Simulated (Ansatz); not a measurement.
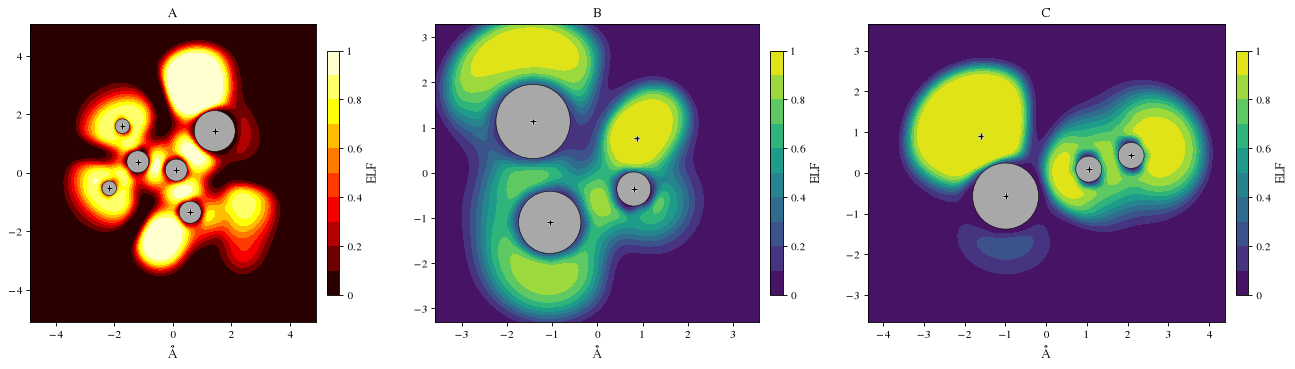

The ELF of 3 systems, each on a plane through atoms (crosses mark nuclei in the plane; grey discs cover the cores).

The calculation used isolated molecule in a Gaussian basis; Kohn-Sham density functional theory, functional PBE0 (Ansatz 0.2.0).

System 1: CH$_{3}$GeSe (SMILES C[Se]#[Ge+]) (charge +1), the plane of atoms C1, Se3 and Ge2. Geometry: r2SCAN-D4/def2-SVP.

```xyz
6

C    -0.1863    1.0686    0.3493
Ge   -0.6658   -1.5542    0.6249
Se    0.0037   -0.2773   -1.1164
H     0.8032    1.5179    0.5039
H    -0.9502    1.7885    0.0281
H    -0.5181    0.6488    1.3330
```

System 2: C$_{4}$H$_{6}$F$_{3}$NSi (SMILES C=NCC([SiH2]F)=C(F)F), the plane of atoms C2, C3 and Si9. Geometry: PBE-D3(BJ)/def2-SVP.

```xyz
15

C     0.2135   -2.3373    2.1342
C     0.3896   -0.3669    0.8644
C    -0.6653    0.1749   -0.0801
C    -0.3900    0.3533   -1.3830
F    -2.1161    1.5336    1.9606
F     0.7798    0.0837   -1.9573
F    -1.2333    0.8193   -2.2943
N    -0.2617   -1.1862    1.8722
Si   -2.3465    0.5690    0.6514
H    -0.2761   -2.9642    2.9052
H     1.1126   -2.7646    1.6240
H     0.8534    0.4913    1.4046
H     1.2090   -0.8954    0.3180
H    -3.1499    1.3438   -0.3505
H    -3.0912   -0.6549    1.0824
```

System 3: AlH$_{3}$N$_{2}$ (SMILES N#[N+][AlH3-]), the plane of atoms N3, Al1 and H4. Geometry: r2SCAN-D4/def2-TZVP.

```csv
atom,x (Å),y (Å),z (Å)
Al,0.6700,-0.7837,1.7301
N,-2.4181,-0.0216,1.1237
N,-1.3747,-0.2793,1.3287
H,1.1373,0.7206,1.9384
H,0.3375,-1.6783,3.0004
H,0.9099,-1.4856,0.3251
```

Q: Match each panel to its system.

A: Panel A is system 2, C$_{4}$H$_{6}$F$_{3}$NSi: the plane holds C, F and Si. C–F (1.33 Å): the ELF peaks at about 0.85 between the atoms, as expected for a polar covalent bond. Panel B is system 1, CH$_{3}$GeSe: the plane holds C, Ge, Se and H. C–Se (2.00 Å): the ELF peaks at about 0.85 between the atoms, as expected for a covalent bond. Panel C is system 3, AlH$_{3}$N$_{2}$: the plane holds Al, N and H. N–N (1.09 Å): the ELF peaks at about 0.85 between the atoms: a short, multiple covalent bond.
